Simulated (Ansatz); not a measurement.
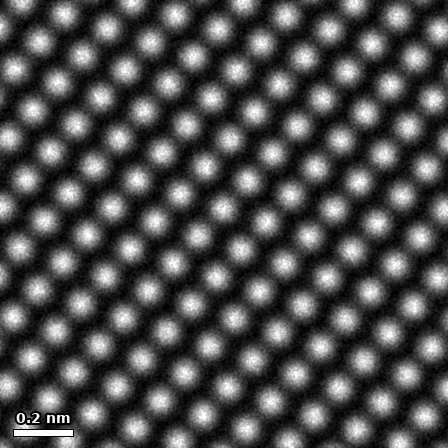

HAADF-like image of Ge (Fd-3m, No. 227) along [210]. Simulated incoherent Z contrast: every atom adds Z^1.7 spread by a probe of 0.74 Å full width; channelling and multiple scattering are left out. The probe carries 15 % of its weight in a tail 2.5 times as wide. Shot noise was added. Model: a calculation's starting geometry.

What can be read from this image?

The columns repeat on a centred rectangular net of 1.26 × 2.81 Å (plane group c2mm). All columns are alike (Ge). The shortest distance between visible columns is 1.26 Å in projection. Along the beam the structure repeats every 12.57 Å.
